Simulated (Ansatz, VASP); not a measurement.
# Pd12S (Pd(111)) in two plane-wave programs, part 2 of 2

Wanted: the spread between two codes on one cell, functional and k mesh.

VASP 6.6.1 and Ansatz 0.2.0.

So far: Starting point; Ansatz: single point, PBEsol.

**3. VASP: single point, PBEsol**

Level of this step: PBEsol; plane waves and PAW (Pd, S) (VASP).

The same cell, functional, mesh and smearing now go to VASP, with its own data sets and cutoff.

Lines of VASP's logs that name or quote its potential files are left out, and so is its time.

File INCAR:

```
SYSTEM = Pd12S
PREC = Normal
ENCUT = 320
EDIFF = 1E-06
NELM = 120
ISMEAR = 1
SIGMA = 0.15
LREAL = Auto
ALGO = Fast
GGA = PS
NBANDS = 78
LASPH = .TRUE.
LORBIT = 11
LWAVE = .FALSE.
LCHARG = .FALSE.
KPAR = 4
IDIPOL = 3
LDIPOL = .TRUE.
DIPOL = 0.5 0.5 0.516
LVHAR = .TRUE.
LVACPOTAV = .TRUE.
NEDOS = 1500
```

File POSCAR:

```
Pd12S
1.0
    5.4754143377      0.0000000000      0.0000000000
    2.7377071689      4.7418479127      0.0000000000
    0.0000000000      0.0000000000     19.4706570859
Pd S
12 1
Selective dynamics
Direct
    0.1666666700      0.1666666700      0.3851950100  F F F
    0.6666666700      0.1666666700      0.3851950100  F F F
    0.1666666700      0.6666666700      0.3851950100  F F F
    0.6666666700      0.6666666700      0.3851950100  F F F
    0.8327419888      0.3345160125      0.5010541205  T T T
    0.3333333300      0.3333333300      0.4991026542  T T T
    0.8327419888      0.8327419888      0.5010541205  T T T
    0.3345160125      0.8327419888      0.5010541205  T T T
    0.0000000000      0.0000000000      0.6126547035  T T T
    0.5022478914      0.9955042172      0.6173826588  T T T
    0.9955042172      0.5022478914      0.6173826588  T T T
    0.5022478914      0.5022478914      0.6173826588  T T T
    0.3333333300      0.3333333300      0.6969138363  T T T
```

File KPOINTS:

```
Automatic mesh
0
Gamma
6 6 1
0 0 0
```

Potentials, in the order of the species: Pd and S (PBE family, release 64).

Launch:

```bash
$ mpirun -np 4 vasp_std
```

Numbers of over 12 decimals in the logs are rounded to 6 here.

What it wrote:

```text
[banner, memory and clock lines left out]
running    4 mpi-ranks, on    1 nodes
 distrk:  each k-point on    1 cores,    4 groups
 distr:  one band on    1 cores,    1 groups

 POSCAR found type information on POSCAR PdS
 POSCAR found :  2 types and      13 ions
|                                                                             |
|               ----> ADVICE to this user running VASP <----                  |
|                                                                             |
|     You enforced a specific xc type in the INCAR file but a different       |
|     [... a line on the potential file left out ...]
|     I HOPE YOU KNOW WHAT YOU ARE DOING!                                     |
|                                                                             |

 LDA part: xc-table for (Slater+PW92), standard interpolation
 POSCAR, INCAR and KPOINTS ok, starting setup
 FFT: planning ... GRIDC
 FFT: planning ... GRID_SOFT
 FFT: planning ... GRID
 WAVECAR not read
 entering main loop
       N       E                     dE             d eps       ncg     rms          rms(c)
DAV:   1     0.659336911620E+03    0.65934E+03   -0.44687E+04  1100   0.954E+02
DAV:   2    -0.371936541334E+02   -0.69653E+03   -0.65140E+03  1274   0.252E+02
DAV:   3    -0.757942152582E+02   -0.38601E+02   -0.35588E+02  1228   0.566E+01
DAV:   4    -0.768682514191E+02   -0.10740E+01   -0.10692E+01  1166   0.101E+01
DAV:   5    -0.769173272645E+02   -0.49076E-01   -0.49066E-01  1392   0.206E+00    0.289E+01
RMM:   6    -0.787327069255E+02   -0.18154E+01   -0.17084E+01  1155   0.155E+01    0.257E+01
RMM:   7    -0.882013579215E+02   -0.94687E+01   -0.13644E+01  1212   0.111E+01    0.287E+01
RMM:   8    -0.791339965701E+02    0.90674E+01   -0.18239E+01  1206   0.122E+01    0.201E+01
RMM:   9    -0.742045461381E+02    0.49295E+01   -0.53825E+00  1154   0.841E+00    0.999E+00
RMM:  10    -0.741704745847E+02    0.34072E-01   -0.33227E+00  1142   0.606E+00    0.119E+01
RMM:  11    -0.725982793902E+02    0.15722E+01   -0.20736E+00  1131   0.486E+00    0.399E+00
RMM:  12    -0.726409140067E+02   -0.42635E-01   -0.43283E-01  1136   0.209E+00    0.412E+00
RMM:  13    -0.725419357781E+02    0.98978E-01   -0.14793E-01  1141   0.143E+00    0.186E+00
RMM:  14    -0.725046554698E+02    0.37280E-01   -0.49131E-02  1167   0.744E-01    0.102E+00
[...]
RMM:  23    -0.724941048125E+02   -0.25843E-03   -0.64356E-05  1260   0.171E-02    0.100E-02
RMM:  24    -0.724942426870E+02   -0.13787E-03   -0.17904E-05  1115   0.953E-03    0.725E-03
RMM:  25    -0.724943818098E+02   -0.13912E-03   -0.12033E-05  1008   0.679E-03    0.537E-03
RMM:  26    -0.724944985617E+02   -0.11675E-03   -0.39592E-06   891   0.491E-03    0.551E-03
RMM:  27    -0.724945449987E+02   -0.46437E-04   -0.25431E-06   854   0.325E-03    0.273E-03
RMM:  28    -0.724945567477E+02   -0.11749E-04   -0.82269E-07   727   0.194E-03    0.219E-03
RMM:  29    -0.724945624002E+02   -0.56525E-05   -0.48173E-07   515   0.128E-03    0.189E-03
RMM:  30    -0.724945629979E+02   -0.59768E-06   -0.11184E-07   358   0.895E-04
|                                                                             |
|           W    W    AA    RRRRR   N    N  II  N    N   GGGG   !!!           |
|           W    W   A  A   R    R  NN   N  II  NN   N  G    G  !!!           |
|           W    W  A    A  R    R  N N  N  II  N N  N  G       !!!           |
|           W WW W  AAAAAA  RRRRR   N  N N  II  N  N N  G  GGG   !            |
|           WW  WW  A    A  R   R   N   NN  II  N   NN  G    G                |
|           W    W  A    A  R    R  N    N  II  N    N   GGGG   !!!           |
|                                                                             |
|     Did not find any points to average over, which means that no vacuum     |
|     field-free region was found. Please increase the size of  your cell     |
|     in the dimension of the dipole correction to obtain accurate            |
|     workfunction values.                                                    |
|                                                                             |

   1 F= -.72494563E+02 E0= -.72490763E+02  d E =-.113998E-01
```

Parts of OUTCAR (step 3):

```text
ion  position               nearest neighbor table
   1  0.167  0.167  0.385-   6 2.72   4 2.74   4 2.74   2 2.74   2 2.74   3 2.74   3 2.74   5 2.76
                             8 2.76
   2  0.667  0.167  0.385-   6 2.72   3 2.74   3 2.74   1 2.74   1 2.74   4 2.74   4 2.74   5 2.76
                             7 2.76
   3  0.167  0.667  0.385-   6 2.72   2 2.74   2 2.74   4 2.74   4 2.74   1 2.74   1 2.74   8 2.76
                             7 2.76
   4  0.667  0.667  0.385-   1 2.74   1 2.74   3 2.74   3 2.74   2 2.74   2 2.74   7 2.75   8 2.75
                             5 2.75
   5  0.833  0.335  0.501-   9 2.69   8 2.73   7 2.73   6 2.74   6 2.74   8 2.75   7 2.75   4 2.75
                            12 2.75  11 2.75   2 2.76   1 2.76
   6  0.333  0.333  0.499-   1 2.72   2 2.72   3 2.72   5 2.74   8 2.74   7 2.74   7 2.74   5 2.74
                             8 2.74  11 2.81  10 2.81  12 2.81
   7  0.833  0.833  0.501-   9 2.69   8 2.73   5 2.73   6 2.74   6 2.74   8 2.75   5 2.75   4 2.75
                            10 2.75  11 2.75   3 2.76   2 2.76
   8  0.335  0.833  0.501-   9 2.69   5 2.73   7 2.73   6 2.74   6 2.74   5 2.75   7 2.75   4 2.75
                            12 2.75  10 2.75   3 2.76   1 2.76
   9  0.000  0.000  0.613-   8 2.69   5 2.69   7 2.69  12 2.74  12 2.74  10 2.74  10 2.74  11 2.74
                            11 2.74
  10  0.502  0.996  0.617-  13 2.23  11 2.70  12 2.70   9 2.74   9 2.74   7 2.75   8 2.75  11 2.77
                            12 2.77   6 2.81
  11  0.996  0.502  0.617-  13 2.23  10 2.70  12 2.70   9 2.74   9 2.74   7 2.75   5 2.75  10 2.77
                            12 2.77   6 2.81
  12  0.502  0.502  0.617-  13 2.23  11 2.70  10 2.70   9 2.74   9 2.74   5 2.75   8 2.75  11 2.77
                            10 2.77   6 2.81
  13  0.333  0.333  0.697-  11 2.23  10 2.23  12 2.23

  LATTYP: Found a hexagonal cell.
 ALAT       =     5.4754143377
 C/A-ratio  =     3.5560152867

 Subroutine GETGRP returns: Found  6 space group operations
 (whereof  6 operations were pure point group operations)

The static configuration has the point symmetry C_3v.

 Found      7 irreducible k-points:

   k-points           NKPTS =      7   k-points in BZ     NKDIM =      7   number of bands    NBANDS=     78

   dimension x,y,z NGX =    24 NGY =   24 NGZ =   90
   dimension x,y,z NGXF=    48 NGYF=   48 NGZF=  180

   ENCUT  =  320.0 eV  23.52 Ry    4.85 a.u.   7.99  7.99 28.40*2*pi/ulx,y,z

   NELECT =     126.0000    total number of electrons

 k-points in reciprocal lattice and weights: Automatic mesh
   0.00000000  0.00000000  0.00000000       0.028
   0.16666667  0.00000000  0.00000000       0.167
   0.33333333  0.00000000  0.00000000       0.167
   0.50000000 -0.00000000  0.00000000       0.083
   0.33333333  0.16666667  0.00000000       0.167
   0.50000000  0.16666667  0.00000000       0.333
  -0.33333333  0.33333333  0.00000000       0.056

 dipolmoment           0.000000      0.000000     -0.022444 electrons x Angstroem

 average (electrostatic) potential at core
       1 -79.3772       2 -79.3772       3 -79.3772       4 -79.4830       5 -79.7760
       6 -79.7705       7 -79.7760       8 -79.7760       9 -79.4430      10 -80.1971
      11 -80.1971      12 -80.1971      13 -92.1883

 E-fermi :   0.3097

 k-point     1 :       0.0000    0.0000    0.0000
  band No.  band energies     occupation
    ...
     54       0.1191      2.07030
     55       0.1847      1.99643
     56       0.1847      1.99640
     57       0.2681      1.45051
     58       0.2681      1.45044
     59       0.4557     -0.04427
     60       0.4766     -0.06643
     61       0.4766     -0.06643
     62       0.6729     -0.00327
     63       0.6729     -0.00327
    ...

 k-point     2 :       0.1667    0.0000    0.0000
  band No.  band energies     occupation
    ...
     58       0.1947      1.96218
     59       0.2119      1.88413
     60       0.2947      1.16832
     61       0.3028      1.07796
     62       0.3524      0.53934
     63       0.3697      0.38007
     64       0.4903     -0.07078
     65       0.5002     -0.07033
     66       0.7517     -0.00025
     67       1.1883     -0.00000
    ...

 k-point     3 :       0.3333    0.0000    0.0000
  band No.  band energies     occupation
    ...
     60      -0.0486      2.00375
     61       0.1707      2.03150
     62       0.1796      2.01066
     63       0.2238      1.81481
     64       0.3439      0.62564
     65       0.4389     -0.00818
     66       0.7134     -0.00094
     67       0.7806     -0.00008
     68       1.7549     -0.00000
     69       2.3752     -0.00000
    ...

  Total       -6.9254505     -6.9254505     -0.5556041     -0.0000000     -0.0000000      0.0000000
  in kB      -21.9489322    -21.9489322     -1.7608842     -0.0000000     -0.0000000      0.0000000
  external PRESSURE =     -15.2195829 kB  Pullay stress =       0.0000000 kB

  energy-cutoff  :      320.00
  volume of cell :      505.53
      direct lattice vectors                 reciprocal lattice vectors
     5.475414338  0.000000000  0.000000000     0.182634580 -0.105444124  0.000000000
     2.737707169  4.741847913  0.000000000     0.000000000  0.210888248  0.000000000
     0.000000000  0.000000000 19.470657086     0.000000000  0.000000000  0.051359335

 POSITION                                       TOTAL-FORCE (eV/Angst)
 -----------------------------------------------------------------------------------
      1.36885      0.79031      7.50000        -0.001373     -0.000793     -0.084188
      4.10656      0.79031      7.50000         0.001373     -0.000793     -0.084188
      2.73771      3.16123      7.50000         0.000000      0.001586     -0.084188
      5.47541      3.16123      7.50000        -0.000000      0.000000      0.168746
      5.47541      1.58622      9.75585        -0.000000     -0.004921      0.016354
      2.73771      1.58062      9.71786        -0.000000      0.000000      0.005299
      6.83941      3.94874      9.75585         0.004262      0.002460      0.016354
      4.11142      3.94874      9.75585        -0.004262      0.002460      0.016354
      0.00000      0.00000     11.92879        -0.000000     -0.000000     -0.023452
      5.47541      4.72053     12.02085         0.000000      0.004213      0.015882
      6.82581      2.38158     12.02085         0.003648     -0.002106      0.015882
      4.12502      2.38158     12.02085        -0.003648     -0.002106      0.015882
      2.73771      1.58062     13.56937        -0.000000     -0.000000      0.005264
 -----------------------------------------------------------------------------------
    total drift:                               -0.000073     -0.000042     -0.038495

  FREE ENERGIE OF THE ION-ELECTRON SYSTEM (eV)
  ---------------------------------------------------
  free  energy   TOTEN  =       -72.4945629979 eV

  energy  without entropy=      -72.4831632096  energy(sigma->0) =      -72.49076307

 vacuum level on the upper side and lower side of the slab         5.582         5.739

 total charge
# of ion       s       p       d       tot
------------------------------------------
    1        0.471   0.367   8.476   9.314
    2        0.471   0.367   8.476   9.314
    3        0.471   0.367   8.476   9.314
    4        0.466   0.369   8.461   9.296
    5        0.484   0.495   8.458   9.436
    6        0.468   0.487   8.452   9.407
    7        0.484   0.495   8.458   9.436
    8        0.484   0.495   8.458   9.436
    9        0.452   0.386   8.521   9.359
   10        0.511   0.533   8.483   9.527
   11        0.511   0.533   8.483   9.527
   12        0.511   0.533   8.483   9.527
   13        1.359   2.231   0.000   3.590
--------------------------------------------------
tot          7.140   7.658 101.684 116.483

[... 3 further parts left out ...]
```

**4. Differences**

Known differences besides the PAW data sets themselves: the data sets hold 222 valence electrons in Ansatz (default PAW (the set named soft_2) files) and 126 in VASP; the cutoff is 420 eV in Ansatz and 320 eV in VASP (PREC = Normal, projectors in real space); Ansatz makes its cores anew for this functional, VASP keeps those of its PBE data sets. Total energies have different zeros and are not compared.

Both answers:

| quantity | Ansatz | VASP | difference |
| --- | --- | --- | --- |
| work function, lower of the two faces (eV) | 5.28 | 5.27 | +0.01 |
| work function, higher of the two faces (eV) | 5.43 | 5.43 | 0.00 |

Forces on 10 of the 13 atoms, picked by the larger force of the two programs (eV/Å; atoms numbered as in POSCAR):

| atom | Ansatz x, y, z | VASP x, y, z |
| --- | --- | --- |
| Pd1 | -0.003, -0.002, -0.105 | -0.001, -0.001, -0.084 |
| Pd2 | 0.003, -0.002, -0.105 | 0.001, -0.001, -0.084 |
| Pd3 | 0.000, 0.004, -0.105 | 0.000, 0.002, -0.084 |
| Pd4 | 0.000, 0.000, 0.148 | 0.000, 0.000, 0.169 |
| Pd6 | 0.000, 0.000, 0.047 | 0.000, 0.000, 0.005 |
| Pd9 | 0.000, 0.000, 0.038 | 0.000, 0.000, -0.023 |
| Pd10 | 0.000, -0.008, 0.026 | 0.000, 0.004, 0.016 |
| Pd11 | -0.007, 0.004, 0.026 | 0.004, -0.002, 0.016 |
| Pd12 | 0.007, 0.004, 0.026 | -0.004, -0.002, 0.016 |
| S13 | 0.000, 0.000, -0.023 | 0.000, 0.000, 0.005 |

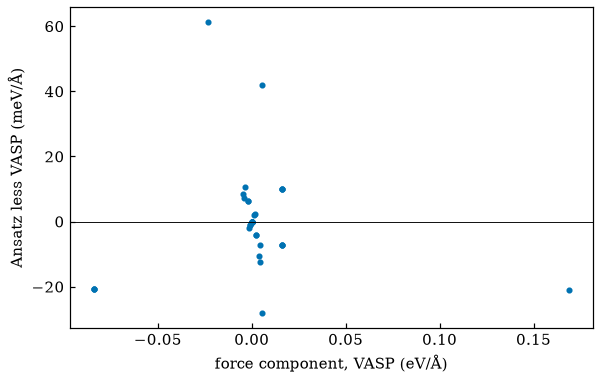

Difference of the force components against their size.

The forces differ by 15 meV/Å r.m.s., which is 42.0 % of the r.m.s. force of 0.04 eV/Å (both taken over all components, held atoms included).

**5. Further runs**

The difference is large enough to ask for its cause, so further runs change the set-up of one program at a time, as the table lists.

| run | r.m.s. force difference (meV/Å) |
| --- | --- |
| as above | 15 |
| cores kept as stored, as VASP does, whose cores stay as stored | 15 |
| Ansatz's larger PAW set (cutoff 720 eV) | 15 |
| norm-conserving potentials (cutoff 1116 eV) | 15 |

**6. What came out**

* r.m.s. force difference (single point, PBEsol): 15 meV/Å

The r.m.s. force difference is 15 meV/Å (single point, PBEsol), beyond the 12 meV/Å picked in this series as the mark of a large difference. For single point, PBEsol: no further run halves the r.m.s. force difference; only Ansatz's side was varied, and Ansatz's runs with other potentials lie closer to each other than to VASP, which for this quantity points to VASP's side; this was not tested here. How closely two codes agree says nothing of how well the functional describes the real material.

[Lines on the potential files, build, host, timing and source positions are cut from VASP's logs without a mark.]

[Logs are printed without paths, hosts, clocks, repeated set-up lines and the standing remarks that a program may print on its own settings, such as how far it seeks lower states.]

[Hosts, paths, dates, database ids (printed as entryN), source tags and the programs' standing remarks are cut or masked in the printed files.]
